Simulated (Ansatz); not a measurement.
# BH6N3: molecular dynamics

The plan is to follow the molecule's vibrations and see whether its bonds hold. The start is relaxed first. Runs: 300 steps of 1 fs under a Langevin thermostat at 200 K. SMILES of the start: NB(N)N.

All numbers below are computed with Ansatz 0.2.0 (RKS BHLYP/def2-SVP).

### 1 The system as given

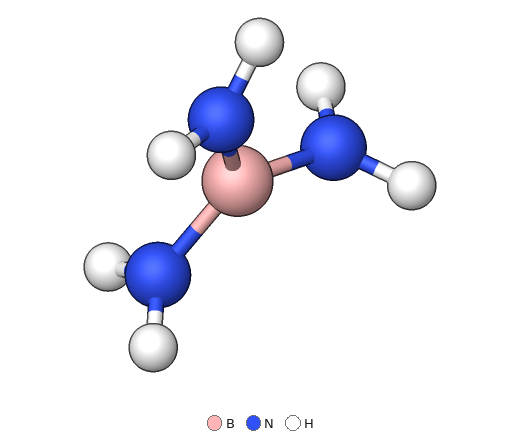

Start, viewed from a free direction; boron pink, nitrogen blue, hydrogen white.

Coordinates:

```xyz
10

B     0.0000    0.0000    0.0000
N     0.0000    0.0000    1.5500
H    -0.8770   -0.2713    2.0800
H     0.8770    0.2713    2.0800
N     1.3423    0.0000   -0.7750
H     1.8089   -0.9179   -1.0268
H     1.7937    0.9179   -1.0532
N    -1.3423    0.0000   -0.7750
H    -2.0112   -0.8164   -0.6764
H    -1.5914    0.8164   -1.4036
```

### 2 Relaxing the start

input.yaml

```yaml
crystal:
  periodic: [false, false, false]
  atoms:
    - { symbol: B, position_ang: [0.0, 0.0, 0.0] }
    - { symbol: "N", position_ang: [0.0, 0.0, 1.55] }
    - { symbol: H, position_ang: [-0.877, -0.2713, 2.08] }
    - { symbol: H, position_ang: [0.877, 0.2713, 2.08] }
    - { symbol: "N", position_ang: [1.3423, 0.0, -0.775] }
    - { symbol: H, position_ang: [1.8089, -0.9179, -1.0268] }
    - { symbol: H, position_ang: [1.7937, 0.9179, -1.0532] }
    - { symbol: "N", position_ang: [-1.3423, 0.0, -0.775] }
    - { symbol: H, position_ang: [-2.0112, -0.8164, -0.6764] }
    - { symbol: H, position_ang: [-1.5914, 0.8164, -1.4036] }
basis:
  gaussian: { orbitals: def2-SVP }
hamiltonian:
  xc: { name: BHLYP }
relax:
  f_tol: 0.02
  max_steps: 40
output:
  orbitals: {}
```

The run is started by

```
$ ansatz run input.yaml --threads 2 --pin off --max-ram 3072MiB --backend cpu --events-out ev --progress --plain --runs-dir out
```

What it wrote, shortened:

```text
Warning: RAYON_NUM_THREADS=2 ignored (pool sized by the plan → 2); use --threads N
[...]
Functional definition: BHLYP
[...]
982 factors; integrals over basis functions are off by at most 3.6e-4 eV
[...]
mean field -5238.12649764 eV, -192.4975982586 hartree, gradient 1.0e-5 eV, S^2 0.000000; 0 other end points of the search recorded, 0 dependent functions left out
[...]
reference -5238.12667013 eV, -192.4976045975 hartree; 16, 16 occupied and 70, 70 virtual orbitals, 982 factors
relax step   1: F+E_penalty+E_count = -5238.12649764 eV  Δ(F+E_penalty+E_count) = +0.000e0 eV  max|allowed force component| = 2.599e0 eV/Å  Δτ_max = 0.0000 Å  (26 SCF iters, accepted)
[...]
relax step   4: F+E_penalty+E_count = -5240.02997579 eV  Δ(F+E_penalty+E_count) = -2.387e-1 eV  max|allowed force component| = 7.241e-1 eV/Å  Δτ_max = 0.2000 Å  (27 SCF iters, accepted)
[...]
relax step   7: F+E_penalty+E_count = -5240.42781401 eV  Δ(F+E_penalty+E_count) = -1.135e-1 eV  max|allowed force component| = 4.514e-1 eV/Å  Δτ_max = 0.2000 Å  (27 SCF iters, accepted)
[...]
relax step  10: F+E_penalty+E_count = -5240.54368530 eV  Δ(F+E_penalty+E_count) = -1.332e-2 eV  max|allowed force component| = 3.766e-2 eV/Å  Δτ_max = 0.0904 Å  (27 SCF iters, accepted)
[...]
relax step  13: F+E_penalty+E_count = -5240.54594246 eV  Δ(F+E_penalty+E_count) = -1.880e-4 eV  max|allowed force component| = 2.919e-2 eV/Å  Δτ_max = 0.0118 Å  (23 SCF iters, accepted)
[...]
relax step  14: F+E_penalty+E_count = -5240.54618262 eV  Δ(F+E_penalty+E_count) = -2.402e-4 eV  max|allowed force component| = 4.819e-3 eV/Å  Δτ_max = 0.0238 Å  (24 SCF iters, accepted)
982 factors; integrals over basis functions are off by at most 4.5e-4 eV
mean field -5240.54618262 eV, -192.5865200415 hartree, gradient 3.0e-5 eV, S^2 0.000000; 1 other end points of the search recorded, 0 dependent functions left out
[...]
reference -5240.54633982 eV, -192.5865258185 hartree; 16, 16 occupied and 70, 70 virtual orbitals, 982 factors
Total energy: -5240.54633982 eV, -192.5865258185 hartree
Atom 0 at     0.001168    -0.002007     0.000984 Å, force     0.000720    -0.001647    -0.002915 eV/Å
Atom 1 at    -0.015621     0.118455     1.421343 Å, force     0.000278     0.001736     0.004793 eV/Å
Atom 2 at    -0.840182    -0.044462     1.966949 Å, force     0.000077    -0.002004    -0.002401 eV/Å
Atom 3 at     0.822616     0.123699     1.970505 Å, force    -0.000490     0.000894    -0.002328 eV/Å
Atom 4 at     1.234501     0.095693    -0.705887 Å, force     0.004194     0.001320    -0.001253 eV/Å
Atom 5 at     1.289138     0.097395    -1.706255 Å, force    -0.002438    -0.000076     0.000255 eV/Å
Atom 6 at     2.092769     0.363202    -0.263646 Å, force    -0.000716    -0.000947     0.002632 eV/Å
Atom 7 at    -1.212306    -0.222317    -0.710540 Å, force    -0.004819     0.000687    -0.001998 eV/Å
Atom 8 at    -2.105560    -0.292302    -0.262848 Å, force     0.000879     0.001097     0.002930 eV/Å
Atom 9 at    -1.266524    -0.237356    -1.710604 Å, force     0.002315    -0.001061     0.000285 eV/Å
Dipole moment:    -0.009653     0.007992    -0.008478 e Å
```

It took 24 s on 2 threads of Arm Neoverse V1, shared host; peak memory 0.16 GiB.

Relaxation path:

```csv
step,energy from step 1 (eV),largest force component (eV/Å)
1,0.0000,2.5987
2,-1.2657,1.1817
3,-1.6648,0.8515
4,-1.9035,0.7241
5,-2.0590,0.7296
6,-2.1878,0.6193
7,-2.3013,0.4514
8,-2.3608,0.4419
9,-2.4039,0.4742
10,-2.4172,0.0377
11,-2.4189,0.0107
12,-2.4193,0.0718
13,-2.4194,0.0292
14,-2.4197,0.0048
```

Step 1 is the start.

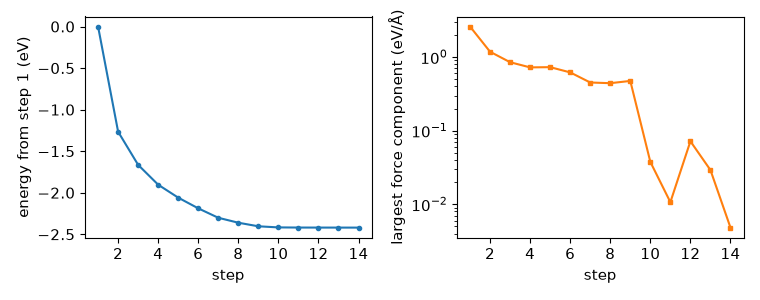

Energy and largest force along the relaxation.

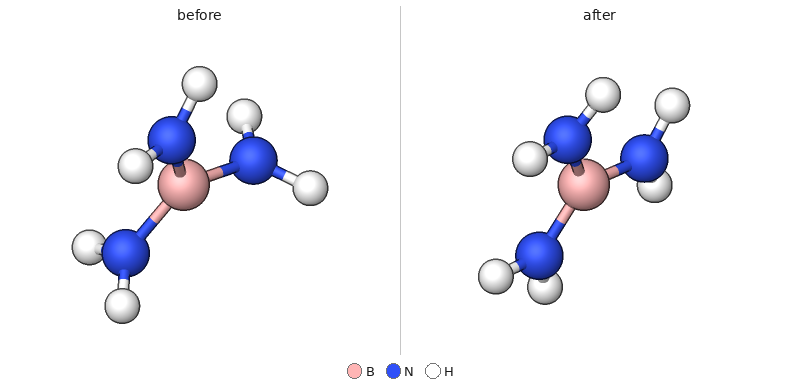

Before and after, at one scale.

After: Bond lengths: B1–N2 1.426 Å, N2–H3 1.002 Å, N2–H4 1.002 Å, B1–N5 1.425 Å, N5–H6 1.002 Å, N5–H7 1.002 Å, B1–N8 1.424 Å, N8–H9 1.002 Å, N8–H10 1.002 Å. Angles: B1–N2–H3 122.6°, B1–N2–H4 122.5°, H3–N2–H4 113.0°, N2–B1–N5 119.9°, N2–B1–N8 120.1°, N5–B1–N8 120.0°, B1–N5–H6 122.9°, B1–N5–H7 122.7°, H6–N5–H7 113.2°, B1–N8–H9 123.2°, B1–N8–H10 123.2°, H9–N8–H10 113.4°.

### 3 The run

300 steps of 1 fs under a Langevin thermostat at 200 K, from the relaxed start.

input.yaml

```yaml
crystal:
  periodic: [false, false, false]
  atoms:
    - { symbol: B, position_ang: [0.001168, -0.002007, 0.000984] }
    - { symbol: "N", position_ang: [-0.015621, 0.118455, 1.421343] }
    - { symbol: H, position_ang: [-0.840182, -0.044462, 1.966949] }
    - { symbol: H, position_ang: [0.822616, 0.123699, 1.970505] }
    - { symbol: "N", position_ang: [1.234501, 0.095693, -0.705887] }
    - { symbol: H, position_ang: [1.289138, 0.097395, -1.706255] }
    - { symbol: H, position_ang: [2.092769, 0.363202, -0.263646] }
    - { symbol: "N", position_ang: [-1.212306, -0.222317, -0.71054] }
    - { symbol: H, position_ang: [-2.10556, -0.292302, -0.262848] }
    - { symbol: H, position_ang: [-1.266524, -0.237356, -1.710604] }
basis:
  gaussian: { orbitals: def2-SVP }
hamiltonian:
  xc: { name: BHLYP }
md:
  timestep: 1.0
  n_steps: 300
  ensemble: nvt_langevin
  temperature: 200.0
  initial_velocities: maxwell_boltzmann
  seed: 874953
  friction: 0.05
```

The run is started by

```
$ ansatz run input.yaml --threads 2 --pin off --max-ram 3072MiB --backend cpu --events-out ev --progress --plain --runs-dir out
```

What it wrote, shortened:

```text
Warning: RAYON_NUM_THREADS=2 ignored (pool sized by the plan → 2); use --threads N
[...]
Functional definition: BHLYP
[...]
977 factors; integrals over basis functions are off by at most 4.6e-4 eV
[...]
mean field -5240.54618464 eV, -192.5865201156 hartree, gradient 1.5e-5 eV, S^2 0.000000; 0 other end points of the search recorded, 0 dependent functions left out
[...]
reference -5240.54634192 eV, -192.5865258957 hartree; 16, 16 occupied and 70, 70 virtual orbitals, 977 factors
md step     0: t =     0.00 fs  T =   180.0 K  F+E_penalty+E_count = -5240.54618464 eV  E_kin = 0.232668 eV  (22 SCF iters)
[...]
md step    22: t =    22.00 fs  T =   171.0 K  F+E_penalty+E_count = -5240.44621923 eV  E_kin = 0.221081 eV  (24 SCF iters)
[...]
md step    44: t =    44.00 fs  T =    98.8 K  F+E_penalty+E_count = -5240.41084827 eV  E_kin = 0.127763 eV  (24 SCF iters)
[...]
md step    66: t =    66.00 fs  T =   121.8 K  F+E_penalty+E_count = -5240.37033136 eV  E_kin = 0.157437 eV  (24 SCF iters)
[...]
md step    88: t =    88.00 fs  T =   191.1 K  F+E_penalty+E_count = -5240.33324077 eV  E_kin = 0.247046 eV  (24 SCF iters)
md step    89: t =    89.00 fs  T =   183.0 K  F+E_penalty+E_count = -5240.29350108 eV  E_kin = 0.236538 eV  (25 SCF iters)
```

### 4 The output, continued: dynamics from the start

Output, continued, shortened:

```text
md step    90: t =    90.00 fs  T =   197.3 K  F+E_penalty+E_count = -5240.29486480 eV  E_kin = 0.255013 eV  (24 SCF iters)
[...]
md step   119: t =   119.00 fs  T =   173.6 K  F+E_penalty+E_count = -5240.39793178 eV  E_kin = 0.224356 eV  (24 SCF iters)
[...]
md step   148: t =   148.00 fs  T =   148.7 K  F+E_penalty+E_count = -5240.26059156 eV  E_kin = 0.192253 eV  (24 SCF iters)
[...]
md step   177: t =   177.00 fs  T =   209.9 K  F+E_penalty+E_count = -5240.35980680 eV  E_kin = 0.271345 eV  (24 SCF iters)
[...]
md step   206: t =   206.00 fs  T =   166.9 K  F+E_penalty+E_count = -5240.40903026 eV  E_kin = 0.215723 eV  (24 SCF iters)
md step   207: t =   207.00 fs  T =   160.3 K  F+E_penalty+E_count = -5240.38087116 eV  E_kin = 0.207169 eV  (24 SCF iters)
md step   208: t =   208.00 fs  T =   107.6 K  F+E_penalty+E_count = -5240.37426663 eV  E_kin = 0.139098 eV  (24 SCF iters)
```

### 5 The output, continued: dynamics from the start

The log, continued, shortened:

```text
md step   209: t =   209.00 fs  T =   122.8 K  F+E_penalty+E_count = -5240.38827967 eV  E_kin = 0.158748 eV  (24 SCF iters)
[...]
md step   232: t =   232.00 fs  T =   146.7 K  F+E_penalty+E_count = -5240.33429372 eV  E_kin = 0.189572 eV  (24 SCF iters)
[...]
md step   255: t =   255.00 fs  T =   108.5 K  F+E_penalty+E_count = -5240.39746901 eV  E_kin = 0.140243 eV  (23 SCF iters)
[...]
md step   278: t =   278.00 fs  T =   124.0 K  F+E_penalty+E_count = -5240.41168668 eV  E_kin = 0.160286 eV  (23 SCF iters)
[...]
md step   299: t =   299.00 fs  T =   137.3 K  F+E_penalty+E_count = -5240.42659769 eV  E_kin = 0.177449 eV  (24 SCF iters)
[...]
md step   300: t =   300.00 fs  T =    98.8 K  F+E_penalty+E_count = -5240.43324593 eV  E_kin = 0.127678 eV  (24 SCF iters)
Total energy: -5240.43340452 eV, -192.5823755227 hartree
Atom 0 at    -0.342711    -0.086733     0.031385 Å, force     0.499540     0.018764     0.366289 eV/Å
Atom 1 at    -0.263453     0.024500     1.453037 Å, force     0.778402    -0.050740    -0.592674 eV/Å
Atom 2 at    -1.017496     0.261408     2.046075 Å, force    -0.553848     0.077916     0.405695 eV/Å
Atom 3 at     0.618664    -0.073531     1.919801 Å, force    -0.051370     0.095089     0.077210 eV/Å
Atom 4 at     0.863459    -0.021737    -0.744425 Å, force    -0.095413    -0.052971    -0.733960 eV/Å
Atom 5 at     0.845967    -0.293468    -1.719828 Å, force    -0.065233     0.116388     0.369468 eV/Å
Atom 6 at     1.658558     0.569451    -0.558069 Å, force    -0.297175    -0.185185     0.297081 eV/Å
Atom 7 at    -1.601524    -0.367712    -0.557560 Å, force    -0.061471     0.095803    -0.333344 eV/Å
Atom 8 at    -2.400902    -0.458636     0.018722 Å, force    -0.497588    -0.209647     0.628136 eV/Å
Atom 9 at    -1.901239    -0.102848    -1.470297 Å, force     0.344155     0.094583    -0.483899 eV/Å
Dipole moment:    -0.071648     0.216089    -0.018690 e Å
```

Run time: 7.2 min. Hardware: 2 threads of Arm Neoverse V1, shared host; peak memory 0.16 GiB.

### 6 What the atoms did

One step in 12; energies are changes from step 0:

```csv
time (fs),T (K),potential energy change (meV/atom)
0.0,180,0.0
12.0,145,13.1
24.0,125,17.5
36.0,141,11.5
48.0,112,13.6
60.0,219,12.6
72.0,122,22.7
84.0,175,17.9
96.0,144,14.5
108.0,168,23.4
120.0,256,12.8
132.0,170,19.1
144.0,96,26.5
156.0,241,22.1
168.0,152,33.8
180.0,197,20.5
192.0,167,17.6
204.0,150,14.2
216.0,145,19.6
228.0,155,16.3
240.0,183,13.9
252.0,162,15.2
264.0,145,13.8
276.0,159,11.2
288.0,119,16.3
300.0,99,11.3
```

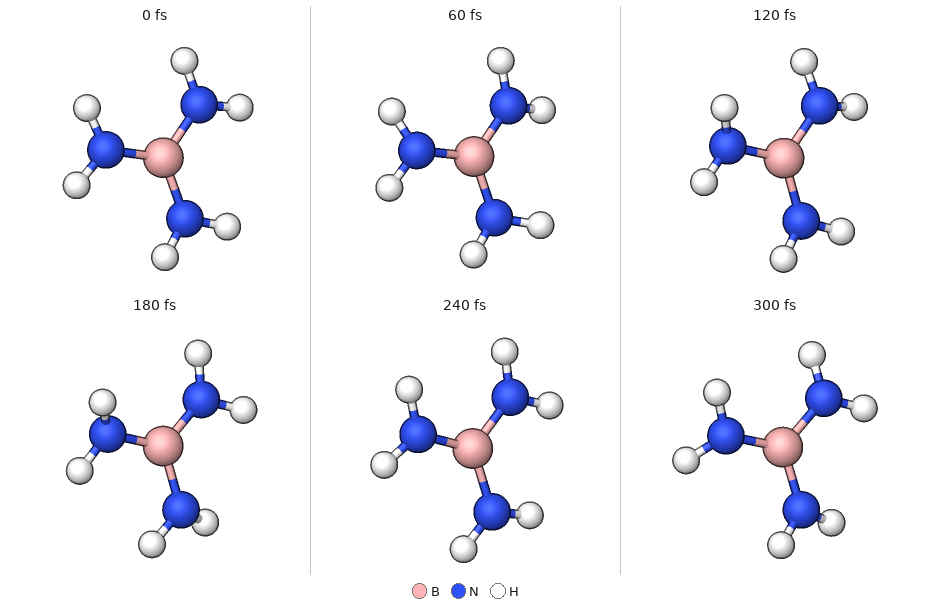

The system at six times, viewed from a chosen angle. Sticks join atoms within a bonding distance in each frame.

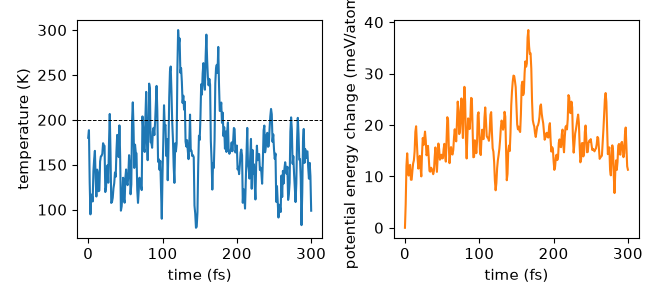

Traces against time; each panel has its own scale. The dashed line is the set temperature.

### 7 Positions and forces

Extended XYZ, with forces in eV/Å:

```xyz
10
time_fs=38.0 T=165 dE=0.1042
B    -0.044    0.037   -0.035   -0.039   -0.066   -0.456
N    -0.070    0.184    1.380    1.038    0.043    0.302
H    -0.861   -0.033    1.970    0.391    0.098   -0.227
H     0.842    0.198    1.848   -1.085   -0.068   -0.095
N     1.220    0.076   -0.747   -0.102    0.256   -1.187
H     1.261    0.126   -1.780   -0.361   -0.148    1.330
H     2.031    0.556   -0.393   -0.182   -0.118    0.305
N    -1.250   -0.172   -0.772   -0.246   -0.062    0.109
H    -2.181   -0.290   -0.405    0.407    0.064    0.251
H    -1.261   -0.266   -1.764    0.180   -0.001   -0.332
10
time_fs=75.0 T=168 dE=0.2285
B    -0.048    0.011   -0.051   -0.025   -0.128    2.408
N    -0.044    0.159    1.425   -1.350   -0.262   -1.781
H    -0.802   -0.289    1.933    0.471    0.259   -0.141
H     0.818    0.088    1.898    0.811   -0.111    0.591
N     1.183   -0.023   -0.717    1.504    0.013    1.441
H     1.311    0.303   -1.628    0.091    0.338   -1.433
H     2.013    0.155   -0.143   -0.643   -0.182   -0.613
N    -1.282   -0.188   -0.678   -2.613    0.646    0.419
H    -2.150    0.076   -0.143    1.615   -0.555   -1.139
H    -1.438   -0.191   -1.674    0.138   -0.018    0.248
10
time_fs=112.0 T=232 dE=0.1741
B    -0.105    0.005    0.027    0.058   -0.501   -0.267
N    -0.071    0.178    1.479   -2.016   -0.247   -1.320
H    -0.908   -0.076    2.022    1.017    0.356   -0.542
H     0.763    0.127    2.003    0.726   -0.076    0.410
N     1.095    0.023   -0.753   -0.092    0.042    0.224
H     1.261   -0.385   -1.662   -0.479    0.194    0.305
H     1.941    0.137   -0.257    0.923    0.063    0.308
N    -1.317   -0.249   -0.699    0.531    0.022    0.717
H    -2.191   -0.050   -0.288   -0.880    0.062    0.369
H    -1.372   -0.262   -1.695    0.213    0.085   -0.204
10
time_fs=150.0 T=178 dE=0.2389
B    -0.136   -0.019   -0.010   -0.624   -0.356    1.221
N    -0.084    0.114    1.459    1.009   -0.210   -0.952
H    -0.833    0.557    1.937   -0.562    0.158    0.184
H     0.750    0.127    2.045   -0.417   -0.031   -0.746
N     1.026   -0.015   -0.802   -0.258    0.659    1.067
H     1.131   -0.423   -1.686   -0.108   -0.555   -1.097
H     1.857   -0.003   -0.276    1.196    0.138    0.227
N    -1.422   -0.272   -0.577   -0.461    0.526   -0.380
H    -2.169   -0.379    0.093   -0.096    0.098   -0.402
H    -1.725    0.082   -1.490    0.321   -0.427    0.878
10
time_fs=188.0 T=197 dE=0.1713
B    -0.223   -0.068   -0.038    0.034   -0.065    1.008
N    -0.163    0.026    1.414    1.192    0.356   -0.255
H    -0.852    0.389    2.058   -0.013   -0.149   -0.557
H     0.770    0.162    1.789   -0.451   -0.016    0.047
N     0.985   -0.025   -0.815    0.308    0.173    0.976
H     1.081   -0.568   -1.646    0.006   -0.067   -0.352
H     1.879    0.113   -0.341   -0.681   -0.196   -0.409
N    -1.504   -0.240   -0.598   -0.863   -0.154   -0.059
H    -2.287   -0.334    0.036    0.307   -0.071   -0.331
H    -1.718   -0.588   -1.514    0.162    0.189   -0.068
10
time_fs=225.0 T=111 dE=0.2343
B    -0.239   -0.068    0.033   -0.331   -0.900   -0.067
N    -0.198    0.005    1.458   -0.466    0.368    0.501
H    -1.110    0.025    1.932    1.147    0.266   -0.269
H     0.517    0.575    1.894   -0.381   -0.373    0.095
N     0.948   -0.099   -0.767    0.363    0.759    1.702
H     0.868   -0.387   -1.704    0.305   -0.276   -0.978
H     1.894   -0.092   -0.362   -1.132   -0.049   -0.637
N    -1.522   -0.302   -0.575    0.517    0.498   -1.996
H    -2.372   -0.522   -0.102   -0.116    0.135    0.220
H    -1.652   -0.145   -1.591    0.092   -0.429    1.427
10
time_fs=262.0 T=143 dE=0.1341
B    -0.340   -0.129    0.083    1.363    0.149    0.211
N    -0.263    0.030    1.495   -0.363    0.334    0.335
H    -1.110    0.267    2.013    0.883   -0.211   -0.133
H     0.617    0.280    1.939   -0.720   -0.064   -0.109
N     0.850   -0.102   -0.730   -0.122    0.133    0.091
H     0.637    0.053   -1.700    0.390   -0.009   -0.138
H     1.672    0.410   -0.446   -0.213   -0.172   -0.021
N    -1.541   -0.352   -0.589   -1.881    0.019    0.566
H    -2.460   -0.346   -0.158    0.576   -0.087   -0.079
H    -1.601   -0.529   -1.559    0.087   -0.092   -0.724
10
time_fs=300.0 T=99 dE=0.1129
B    -0.343   -0.087    0.031    0.499    0.019    0.366
N    -0.264    0.025    1.453    0.778   -0.051   -0.593
H    -1.018    0.261    2.046   -0.554    0.078    0.406
H     0.619   -0.073    1.920   -0.051    0.095    0.077
N     0.864   -0.022   -0.744   -0.095   -0.053   -0.734
H     0.846   -0.293   -1.720   -0.065    0.116    0.369
H     1.659    0.570   -0.558   -0.297   -0.185    0.297
N    -1.601   -0.368   -0.558   -0.061    0.096   -0.333
H    -2.401   -0.459    0.019   -0.498   -0.210    0.628
H    -1.901   -0.103   -1.470    0.344    0.095   -0.484
```

### 8 What came out

```
                        quantity                         value
         relaxation of the start      13 moves, 2.420 eV lower
                          length             300 steps of 1 fs
temperature, first and last step                  180 and 99 K
        temperature, second half  mean 169 K, from 83 to 295 K
   potential energy, second half   +19 meV/atom from the start
          bonds formed or broken                             0
```

**Reading.** Against a set 200 K the second half averages 169 K with a spread of 42 K. The bonding pattern survives the run. 300 fs on 10 atoms is far too short and small for converged averages. The nuclei move classically, without zero-point motion, which matters most for hydrogen.
